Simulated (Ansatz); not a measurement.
# H2F (doublet): B3LYP, r2SCAN0, wB97X-V over a scan of the distance H1–H2 along a hydrogen transfer, 6-31G, part 2 of 2

Ansatz 0.2.0, Gaussian basis; 6-31G, all electrons in the functionals. Earlier steps stand in the parts before.

## 16. r2SCAN0, 1.026 Å

Contents of in.yaml:

```yaml
crystal:
  periodic: [false, false, false]
  atoms:
    - {symbol: H, position_ang: [0.000000, 0.000000, -1.054000]}
    - {symbol: H, position_ang: [0.000000, 0.000000, -0.028000]}
    - {symbol: F, position_ang: [0.000000, 0.000000, 1.082000]}
basis:
  gaussian: {orbitals: 6-31G}
magnetization: {spin_polarized: true, initial_magnetization: 1}
hamiltonian: {xc: {name: r2SCAN0}}
```

The run is started by

```
$ ansatz run in.yaml --threads 1 --pin off --events-out ev --progress --plain --max-ram 2393MiB
```

The program printed, shortened:

```text
Functional definition: r2SCAN0
  name "r2SCAN0"
  cite "Bursch, Neugebauer, Ehlert & Grimme, J. Chem. Phys. 156, 134105 (2022) doi:10.1063/5.0086040"
  cite "Furness, Kaplan, Ning, Perdew & Sun, J. Phys. Chem. Lett. 11, 8208 (2020) doi:10.1021/acs.jpclett.0c02405"
  cite "Furness, Kaplan, Ning, Perdew & Sun, J. Phys. Chem. Lett. 11, 9248 (2020) doi:10.1021/acs.jpclett.0c03077"
  parent r2scan
[...]
139 factors; integrals over basis functions are off by at most 7.4e-4 eV
[...]
mean field -2743.87176571 eV, -100.8354275267 hartree, gradient 1.5e-5 eV, S^2 0.763470; 0 other end points of the search recorded, 0 dependent functions left out
reference -2743.87176838 eV, -100.8354276248 hartree; 6, 5 occupied and 7, 8 virtual orbitals, 139 factors
Total energy: -2743.87176838 eV, -100.8354276248 hartree
```

Run time: 0.57 s. Hardware: 1 thread of Arm Neoverse V2, shared host.

From the report: ⟨S²⟩ of the determinant 0.763 (pure doublet: 0.75).

From 0.745 Å: -14.1 kJ/mol.

## 17. r2SCAN0, 1.096 Å

Contents of in.yaml:

```yaml
crystal:
  periodic: [false, false, false]
  atoms:
    - {symbol: H, position_ang: [0.000000, 0.000000, -1.077333]}
    - {symbol: H, position_ang: [0.000000, 0.000000, 0.018667]}
    - {symbol: F, position_ang: [0.000000, 0.000000, 1.058667]}
basis:
  gaussian: {orbitals: 6-31G}
magnetization: {spin_polarized: true, initial_magnetization: 1}
hamiltonian: {xc: {name: r2SCAN0}}
```

Launched as before.

The program printed, shortened:

```text
Functional definition: r2SCAN0
  name "r2SCAN0"
  cite "Bursch, Neugebauer, Ehlert & Grimme, J. Chem. Phys. 156, 134105 (2022) doi:10.1063/5.0086040"
  cite "Furness, Kaplan, Ning, Perdew & Sun, J. Phys. Chem. Lett. 11, 8208 (2020) doi:10.1021/acs.jpclett.0c02405"
  cite "Furness, Kaplan, Ning, Perdew & Sun, J. Phys. Chem. Lett. 11, 9248 (2020) doi:10.1021/acs.jpclett.0c03077"
  parent r2scan
[...]
139 factors; integrals over basis functions are off by at most 6.5e-4 eV
[...]
mean field -2743.99003854 eV, -100.8397739730 hartree, gradient 5.2e-5 eV, S^2 0.757994; 0 other end points of the search recorded, 0 dependent functions left out
reference -2743.99004121 eV, -100.8397740713 hartree; 6, 5 occupied and 7, 8 virtual orbitals, 139 factors
Total energy: -2743.99004121 eV, -100.8397740713 hartree
```

Run time: 0.6 s. Hardware: 1 thread of Arm Neoverse V2, shared host.

From the report: ⟨S²⟩ of the determinant 0.758 (pure doublet: 0.75).

From 0.745 Å: -25.5 kJ/mol.

## 18. r2SCAN0, 1.166 Å

Contents of in.yaml:

```yaml
crystal:
  periodic: [false, false, false]
  atoms:
    - {symbol: H, position_ang: [0.000000, 0.000000, -1.100667]}
    - {symbol: H, position_ang: [0.000000, 0.000000, 0.065333]}
    - {symbol: F, position_ang: [0.000000, 0.000000, 1.035333]}
basis:
  gaussian: {orbitals: 6-31G}
magnetization: {spin_polarized: true, initial_magnetization: 1}
hamiltonian: {xc: {name: r2SCAN0}}
```

Same command.

The program printed, shortened:

```text
Functional definition: r2SCAN0
  name "r2SCAN0"
  cite "Bursch, Neugebauer, Ehlert & Grimme, J. Chem. Phys. 156, 134105 (2022) doi:10.1063/5.0086040"
  cite "Furness, Kaplan, Ning, Perdew & Sun, J. Phys. Chem. Lett. 11, 8208 (2020) doi:10.1021/acs.jpclett.0c02405"
  cite "Furness, Kaplan, Ning, Perdew & Sun, J. Phys. Chem. Lett. 11, 9248 (2020) doi:10.1021/acs.jpclett.0c03077"
  parent r2scan
[...]
139 factors; integrals over basis functions are off by at most 5.7e-4 eV
[...]
mean field -2744.05918447 eV, -100.8423150391 hartree, gradient 8.2e-5 eV, S^2 0.754117; 0 other end points of the search recorded, 0 dependent functions left out
reference -2744.05918717 eV, -100.8423151384 hartree; 6, 5 occupied and 7, 8 virtual orbitals, 139 factors
Total energy: -2744.05918717 eV, -100.8423151384 hartree
```

Run time: 0.54 s. Hardware: 1 thread of Arm Neoverse V2, shared host.

From the report: ⟨S²⟩ of the determinant 0.754 (pure doublet: 0.75).

From 0.745 Å: -32.2 kJ/mol.

## 19. r2SCAN0, 1.236 Å

Contents of in.yaml:

```yaml
crystal:
  periodic: [false, false, false]
  atoms:
    - {symbol: H, position_ang: [0.000000, 0.000000, -1.124000]}
    - {symbol: H, position_ang: [0.000000, 0.000000, 0.112000]}
    - {symbol: F, position_ang: [0.000000, 0.000000, 1.012000]}
basis:
  gaussian: {orbitals: 6-31G}
magnetization: {spin_polarized: true, initial_magnetization: 1}
hamiltonian: {xc: {name: r2SCAN0}}
```

Launched as before.

The program printed, shortened:

```text
Functional definition: r2SCAN0
  name "r2SCAN0"
  cite "Bursch, Neugebauer, Ehlert & Grimme, J. Chem. Phys. 156, 134105 (2022) doi:10.1063/5.0086040"
  cite "Furness, Kaplan, Ning, Perdew & Sun, J. Phys. Chem. Lett. 11, 8208 (2020) doi:10.1021/acs.jpclett.0c02405"
  cite "Furness, Kaplan, Ning, Perdew & Sun, J. Phys. Chem. Lett. 11, 9248 (2020) doi:10.1021/acs.jpclett.0c03077"
  parent r2scan
[...]
139 factors; integrals over basis functions are off by at most 4.8e-4 eV
[...]
mean field -2743.97280816 eV, -100.8391407683 hartree, gradient 1.4e-5 eV, S^2 0.751961; 0 other end points of the search recorded, 0 dependent functions left out
reference -2743.97281089 eV, -100.8391408685 hartree; 6, 5 occupied and 7, 8 virtual orbitals, 139 factors
Total energy: -2743.97281089 eV, -100.8391408685 hartree
```

Wall time 0.54 s (1 thread of Arm Neoverse V2, shared host).

From the report: ⟨S²⟩ of the determinant 0.752 (pure doublet: 0.75).

From 0.745 Å: -23.9 kJ/mol.

## 20. wB97X-V, 0.693 Å

Contents of in.yaml:

```yaml
crystal:
  periodic: [false, false, false]
  atoms:
    - {symbol: H, position_ang: [0.000000, 0.000000, -0.943000]}
    - {symbol: H, position_ang: [0.000000, 0.000000, -0.250000]}
    - {symbol: F, position_ang: [0.000000, 0.000000, 1.193000]}
basis:
  gaussian: {orbitals: 6-31G}
magnetization: {spin_polarized: true, initial_magnetization: 1}
hamiltonian: {xc: {name: wB97X-V}}
```

The command is unchanged.

The program printed, shortened:

```text
Functional definition: wB97X-V
  name "wB97X-V"
  cite "Mardirossian & Head-Gordon, Phys. Chem. Chem. Phys. 16, 9904 (2014) doi:10.1039/C3CP54374A"
  cite "Becke, J. Chem. Phys. 107, 8554 (1997) doi:10.1063/1.475007"
  cite "Vydrov & Van Voorhis, J. Chem. Phys. 133, 244103 (2010) doi:10.1063/1.3521275"
[...]
      + integral(e_c_pw_opposite_spin*poly(b97_u_opposite, cos0, cos1)) + vv10(b, c)
139 factors; integrals over basis functions are off by at most 1.5e-3 eV
62 factors; integrals over basis functions are off by at most 1.0e-5 eV
[...]
mean field -2744.04142008 eV, -100.8416622097 hartree, gradient 9.0e-6 eV, S^2 0.754234; 1 other end points of the search recorded, 0 dependent functions left out
reference -2744.04141963 eV, -100.8416621935 hartree; 6, 5 occupied and 7, 8 virtual orbitals, 139 factors
Total energy: -2744.04141963 eV, -100.8416621935 hartree
```

Run time: 0.96 s. Hardware: 1 thread of Arm Neoverse V2, shared host.

From the report: ⟨S²⟩ of the determinant 0.754 (pure doublet: 0.75).

## 21. wB97X-V, 0.745 Å

Contents of in.yaml:

```yaml
crystal:
  periodic: [false, false, false]
  atoms:
    - {symbol: H, position_ang: [0.000000, 0.000000, -0.960333]}
    - {symbol: H, position_ang: [0.000000, 0.000000, -0.215333]}
    - {symbol: F, position_ang: [0.000000, 0.000000, 1.175667]}
basis:
  gaussian: {orbitals: 6-31G}
magnetization: {spin_polarized: true, initial_magnetization: 1}
hamiltonian: {xc: {name: wB97X-V}}
```

The command is unchanged.

The program printed, shortened:

```text
Functional definition: wB97X-V
  name "wB97X-V"
  cite "Mardirossian & Head-Gordon, Phys. Chem. Chem. Phys. 16, 9904 (2014) doi:10.1039/C3CP54374A"
  cite "Becke, J. Chem. Phys. 107, 8554 (1997) doi:10.1063/1.475007"
  cite "Vydrov & Van Voorhis, J. Chem. Phys. 133, 244103 (2010) doi:10.1063/1.3521275"
[...]
      + integral(e_c_pw_opposite_spin*poly(b97_u_opposite, cos0, cos1)) + vv10(b, c)
139 factors; integrals over basis functions are off by at most 1.4e-3 eV
62 factors; integrals over basis functions are off by at most 3.6e-6 eV
[...]
mean field -2744.13156898 eV, -100.8449751209 hartree, gradient 3.8e-5 eV, S^2 0.756069; 1 other end points of the search recorded, 0 dependent functions left out
reference -2744.13156858 eV, -100.8449751060 hartree; 6, 5 occupied and 7, 8 virtual orbitals, 139 factors
Total energy: -2744.13156858 eV, -100.8449751060 hartree
```

Wall time 0.96 s (1 thread of Arm Neoverse V2, shared host).

From the report: ⟨S²⟩ of the determinant 0.756 (pure doublet: 0.75).

## 22. wB97X-V, 0.815 Å

Contents of in.yaml:

```yaml
crystal:
  periodic: [false, false, false]
  atoms:
    - {symbol: H, position_ang: [0.000000, 0.000000, -0.983667]}
    - {symbol: H, position_ang: [0.000000, 0.000000, -0.168667]}
    - {symbol: F, position_ang: [0.000000, 0.000000, 1.152333]}
basis:
  gaussian: {orbitals: 6-31G}
magnetization: {spin_polarized: true, initial_magnetization: 1}
hamiltonian: {xc: {name: wB97X-V}}
```

Launched as before.

The program printed, shortened:

```text
Functional definition: wB97X-V
  name "wB97X-V"
  cite "Mardirossian & Head-Gordon, Phys. Chem. Chem. Phys. 16, 9904 (2014) doi:10.1039/C3CP54374A"
  cite "Becke, J. Chem. Phys. 107, 8554 (1997) doi:10.1063/1.475007"
  cite "Vydrov & Van Voorhis, J. Chem. Phys. 133, 244103 (2010) doi:10.1063/1.3521275"
[...]
      + integral(e_c_pw_opposite_spin*poly(b97_u_opposite, cos0, cos1)) + vv10(b, c)
139 factors; integrals over basis functions are off by at most 1.2e-3 eV
62 factors; integrals over basis functions are off by at most 3.3e-6 eV
[...]
mean field -2744.15077829 eV, -100.8456810500 hartree, gradient 4.8e-5 eV, S^2 0.759260; 1 other end points of the search recorded, 0 dependent functions left out
reference -2744.15077796 eV, -100.8456810377 hartree; 6, 5 occupied and 7, 8 virtual orbitals, 139 factors
Total energy: -2744.15077796 eV, -100.8456810377 hartree
```

It took 0.87 s on 1 thread of Arm Neoverse V2, shared host.

From the report: ⟨S²⟩ of the determinant 0.759 (pure doublet: 0.75).

From 0.745 Å: -1.9 kJ/mol.

## 23. wB97X-V, 0.885 Å

Contents of in.yaml:

```yaml
crystal:
  periodic: [false, false, false]
  atoms:
    - {symbol: H, position_ang: [0.000000, 0.000000, -1.007000]}
    - {symbol: H, position_ang: [0.000000, 0.000000, -0.122000]}
    - {symbol: F, position_ang: [0.000000, 0.000000, 1.129000]}
basis:
  gaussian: {orbitals: 6-31G}
magnetization: {spin_polarized: true, initial_magnetization: 1}
hamiltonian: {xc: {name: wB97X-V}}
```

Launched as before.

The program printed, shortened:

```text
Functional definition: wB97X-V
  name "wB97X-V"
  cite "Mardirossian & Head-Gordon, Phys. Chem. Chem. Phys. 16, 9904 (2014) doi:10.1039/C3CP54374A"
  cite "Becke, J. Chem. Phys. 107, 8554 (1997) doi:10.1063/1.475007"
  cite "Vydrov & Van Voorhis, J. Chem. Phys. 133, 244103 (2010) doi:10.1063/1.3521275"
[...]
      + integral(e_c_pw_opposite_spin*poly(b97_u_opposite, cos0, cos1)) + vv10(b, c)
139 factors; integrals over basis functions are off by at most 1.0e-3 eV
62 factors; integrals over basis functions are off by at most 3.0e-6 eV
[...]
mean field -2744.13610590 eV, -100.8451418494 hartree, gradient 7.6e-5 eV, S^2 0.762220; 1 other end points of the search recorded, 0 dependent functions left out
reference -2744.13610565 eV, -100.8451418405 hartree; 6, 5 occupied and 7, 8 virtual orbitals, 139 factors
Total energy: -2744.13610565 eV, -100.8451418405 hartree
```

Run time: 0.87 s. Hardware: 1 thread of Arm Neoverse V2, shared host.

From the report: ⟨S²⟩ of the determinant 0.762 (pure doublet: 0.75).

From 0.745 Å: -0.4 kJ/mol.

## 24. wB97X-V, 0.955 Å

Contents of in.yaml:

```yaml
crystal:
  periodic: [false, false, false]
  atoms:
    - {symbol: H, position_ang: [0.000000, 0.000000, -1.030333]}
    - {symbol: H, position_ang: [0.000000, 0.000000, -0.075333]}
    - {symbol: F, position_ang: [0.000000, 0.000000, 1.105667]}
basis:
  gaussian: {orbitals: 6-31G}
magnetization: {spin_polarized: true, initial_magnetization: 1}
hamiltonian: {xc: {name: wB97X-V}}
```

Same command.

The program printed, shortened:

```text
Functional definition: wB97X-V
  name "wB97X-V"
  cite "Mardirossian & Head-Gordon, Phys. Chem. Chem. Phys. 16, 9904 (2014) doi:10.1039/C3CP54374A"
  cite "Becke, J. Chem. Phys. 107, 8554 (1997) doi:10.1063/1.475007"
  cite "Vydrov & Van Voorhis, J. Chem. Phys. 133, 244103 (2010) doi:10.1063/1.3521275"
[...]
      + integral(e_c_pw_opposite_spin*poly(b97_u_opposite, cos0, cos1)) + vv10(b, c)
139 factors; integrals over basis functions are off by at most 8.6e-4 eV
62 factors; integrals over basis functions are off by at most 2.8e-6 eV
[...]
mean field -2744.15246825 eV, -100.8457431550 hartree, gradient 8.2e-5 eV, S^2 0.762857; 0 other end points of the search recorded, 0 dependent functions left out
reference -2744.15246812 eV, -100.8457431500 hartree; 6, 5 occupied and 7, 8 virtual orbitals, 139 factors
Total energy: -2744.15246812 eV, -100.8457431500 hartree
```

Wall time 0.84 s (1 thread of Arm Neoverse V2, shared host).

From the report: ⟨S²⟩ of the determinant 0.763 (pure doublet: 0.75).

From 0.745 Å: -2.0 kJ/mol.

## 25. wB97X-V, 1.026 Å

Contents of in.yaml:

```yaml
crystal:
  periodic: [false, false, false]
  atoms:
    - {symbol: H, position_ang: [0.000000, 0.000000, -1.054000]}
    - {symbol: H, position_ang: [0.000000, 0.000000, -0.028000]}
    - {symbol: F, position_ang: [0.000000, 0.000000, 1.082000]}
basis:
  gaussian: {orbitals: 6-31G}
magnetization: {spin_polarized: true, initial_magnetization: 1}
hamiltonian: {xc: {name: wB97X-V}}
```

The command is unchanged.

The program printed, shortened:

```text
Functional definition: wB97X-V
  name "wB97X-V"
  cite "Mardirossian & Head-Gordon, Phys. Chem. Chem. Phys. 16, 9904 (2014) doi:10.1039/C3CP54374A"
  cite "Becke, J. Chem. Phys. 107, 8554 (1997) doi:10.1063/1.475007"
  cite "Vydrov & Van Voorhis, J. Chem. Phys. 133, 244103 (2010) doi:10.1063/1.3521275"
[...]
      + integral(e_c_pw_opposite_spin*poly(b97_u_opposite, cos0, cos1)) + vv10(b, c)
139 factors; integrals over basis functions are off by at most 7.4e-4 eV
62 factors; integrals over basis functions are off by at most 2.5e-6 eV
[...]
mean field -2744.22683969 eV, -100.8484762550 hartree, gradient 8.4e-6 eV, S^2 0.760272; 0 other end points of the search recorded, 0 dependent functions left out
reference -2744.22683967 eV, -100.8484762541 hartree; 6, 5 occupied and 7, 8 virtual orbitals, 139 factors
Total energy: -2744.22683967 eV, -100.8484762541 hartree
```

Run time: 0.84 s. Hardware: 1 thread of Arm Neoverse V2, shared host.

From the report: ⟨S²⟩ of the determinant 0.760 (pure doublet: 0.75).

From 0.745 Å: -9.2 kJ/mol.

## 26. wB97X-V, 1.096 Å

Contents of in.yaml:

```yaml
crystal:
  periodic: [false, false, false]
  atoms:
    - {symbol: H, position_ang: [0.000000, 0.000000, -1.077333]}
    - {symbol: H, position_ang: [0.000000, 0.000000, 0.018667]}
    - {symbol: F, position_ang: [0.000000, 0.000000, 1.058667]}
basis:
  gaussian: {orbitals: 6-31G}
magnetization: {spin_polarized: true, initial_magnetization: 1}
hamiltonian: {xc: {name: wB97X-V}}
```

The command is unchanged.

The program printed, shortened:

```text
Functional definition: wB97X-V
  name "wB97X-V"
  cite "Mardirossian & Head-Gordon, Phys. Chem. Chem. Phys. 16, 9904 (2014) doi:10.1039/C3CP54374A"
  cite "Becke, J. Chem. Phys. 107, 8554 (1997) doi:10.1063/1.475007"
  cite "Vydrov & Van Voorhis, J. Chem. Phys. 133, 244103 (2010) doi:10.1063/1.3521275"
[...]
      + integral(e_c_pw_opposite_spin*poly(b97_u_opposite, cos0, cos1)) + vv10(b, c)
139 factors; integrals over basis functions are off by at most 6.5e-4 eV
62 factors; integrals over basis functions are off by at most 2.5e-6 eV
[...]
mean field -2744.33153990 eV, -100.8523239168 hartree, gradient 8.7e-6 eV, S^2 0.756456; 0 other end points of the search recorded, 0 dependent functions left out
reference -2744.33153999 eV, -100.8523239197 hartree; 6, 5 occupied and 7, 8 virtual orbitals, 139 factors
Total energy: -2744.33153999 eV, -100.8523239197 hartree
```

Run time: 0.84 s. Hardware: 1 thread of Arm Neoverse V2, shared host.

From the report: ⟨S²⟩ of the determinant 0.756 (pure doublet: 0.75).

From 0.745 Å: -19.3 kJ/mol.

## 27. wB97X-V, 1.166 Å

Contents of in.yaml:

```yaml
crystal:
  periodic: [false, false, false]
  atoms:
    - {symbol: H, position_ang: [0.000000, 0.000000, -1.100667]}
    - {symbol: H, position_ang: [0.000000, 0.000000, 0.065333]}
    - {symbol: F, position_ang: [0.000000, 0.000000, 1.035333]}
basis:
  gaussian: {orbitals: 6-31G}
magnetization: {spin_polarized: true, initial_magnetization: 1}
hamiltonian: {xc: {name: wB97X-V}}
```

Same command.

The program printed, shortened:

```text
Functional definition: wB97X-V
  name "wB97X-V"
  cite "Mardirossian & Head-Gordon, Phys. Chem. Chem. Phys. 16, 9904 (2014) doi:10.1039/C3CP54374A"
  cite "Becke, J. Chem. Phys. 107, 8554 (1997) doi:10.1063/1.475007"
  cite "Vydrov & Van Voorhis, J. Chem. Phys. 133, 244103 (2010) doi:10.1063/1.3521275"
[...]
      + integral(e_c_pw_opposite_spin*poly(b97_u_opposite, cos0, cos1)) + vv10(b, c)
139 factors; integrals over basis functions are off by at most 5.7e-4 eV
62 factors; integrals over basis functions are off by at most 2.5e-6 eV
[...]
mean field -2744.39448333 eV, -100.8546370450 hartree, gradient 7.8e-5 eV, S^2 0.753458; 0 other end points of the search recorded, 0 dependent functions left out
reference -2744.39448351 eV, -100.8546370515 hartree; 6, 5 occupied and 7, 8 virtual orbitals, 139 factors
Total energy: -2744.39448351 eV, -100.8546370515 hartree
```

Run time: 0.85 s. Hardware: 1 thread of Arm Neoverse V2, shared host.

From the report: ⟨S²⟩ of the determinant 0.753 (pure doublet: 0.75).

From 0.745 Å: -25.4 kJ/mol.

## 28. wB97X-V, 1.236 Å

Contents of in.yaml:

```yaml
crystal:
  periodic: [false, false, false]
  atoms:
    - {symbol: H, position_ang: [0.000000, 0.000000, -1.124000]}
    - {symbol: H, position_ang: [0.000000, 0.000000, 0.112000]}
    - {symbol: F, position_ang: [0.000000, 0.000000, 1.012000]}
basis:
  gaussian: {orbitals: 6-31G}
magnetization: {spin_polarized: true, initial_magnetization: 1}
hamiltonian: {xc: {name: wB97X-V}}
```

Same command.

The program printed, shortened:

```text
Functional definition: wB97X-V
  name "wB97X-V"
  cite "Mardirossian & Head-Gordon, Phys. Chem. Chem. Phys. 16, 9904 (2014) doi:10.1039/C3CP54374A"
  cite "Becke, J. Chem. Phys. 107, 8554 (1997) doi:10.1063/1.475007"
  cite "Vydrov & Van Voorhis, J. Chem. Phys. 133, 244103 (2010) doi:10.1063/1.3521275"
[...]
      + integral(e_c_pw_opposite_spin*poly(b97_u_opposite, cos0, cos1)) + vv10(b, c)
139 factors; integrals over basis functions are off by at most 4.8e-4 eV
62 factors; integrals over basis functions are off by at most 2.6e-6 eV
[...]
mean field -2744.30350088 eV, -100.8512935016 hartree, gradient 4.7e-6 eV, S^2 0.751712; 0 other end points of the search recorded, 0 dependent functions left out
reference -2744.30350114 eV, -100.8512935112 hartree; 6, 5 occupied and 7, 8 virtual orbitals, 139 factors
Total energy: -2744.30350114 eV, -100.8512935112 hartree
```

It took 0.84 s on 1 thread of Arm Neoverse V2, shared host.

From the report: ⟨S²⟩ of the determinant 0.752 (pure doublet: 0.75).

From 0.745 Å: -16.6 kJ/mol.

## 29. Against the wave-function levels

The yardstick is full CI for this spin, exact in this basis with these frozen cores. It comes from earlier runs at the same points. Energies in kJ/mol, counted from 0.745 Å; blanks weren't run or aren't comparable.

```tsv
level	0.693 Å	0.745 Å	0.815 Å	0.885 Å	0.955 Å	1.026 Å	1.096 Å	1.166 Å	1.236 Å
FCI	4.7	0.0	2.1	4.4	-0.1	-13.0	-29.3	-40.9	-36.6
B3LYP	10.6	0.0	-4.2	-4.5	-6.2	-11.5	-18.5	-21.1	-9.1
r2SCAN0	8.1	0.0	-1.9	-1.5	-5.0	-14.1	-25.5	-32.2	-23.9
wB97X-V	8.7	0.0	-1.9	-0.4	-2.0	-9.2	-19.3	-25.4	-16.6
```

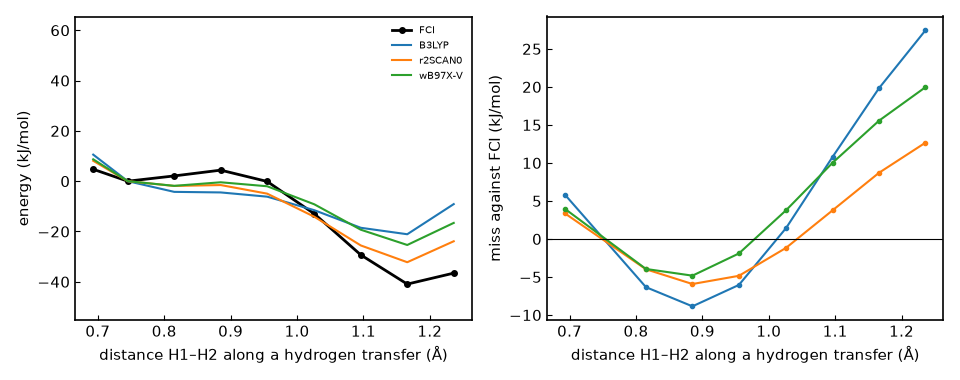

Left: the curves (the axis may cut off levels that run far away). Right: misses against FCI, in the same colours.

Largest miss and mean time a point (FCI took 1.1 s a point; shared hosts):

```tsv
level	largest miss (kJ/mol)	where	time a point
B3LYP	+27.4	1.236 Å	0.22 s
r2SCAN0	+12.7	1.236 Å	0.59 s
wB97X-V	+20.0	1.236 Å	0.87 s
```

## 30. Outcome

The summary covers parts 1 to 2.

```
             quantity                   value
span of the FCI curve             45.7 kJ/mol
  largest miss, B3LYP  +27.4 kJ/mol (1.236 Å)
largest miss, r2SCAN0  +12.7 kJ/mol (1.236 Å)
largest miss, wB97X-V  +20.0 kJ/mol (1.236 Å)
```

In words: Of the functionals, r2SCAN0 keep the smallest largest miss at the points compared (at most 12.7 kJ/mol) and B3LYP strays most (27.4 kJ/mol, at 1.236 Å). Functionals and the yardstick converge differently with the basis, so part of each miss in 6-31G is the basis.
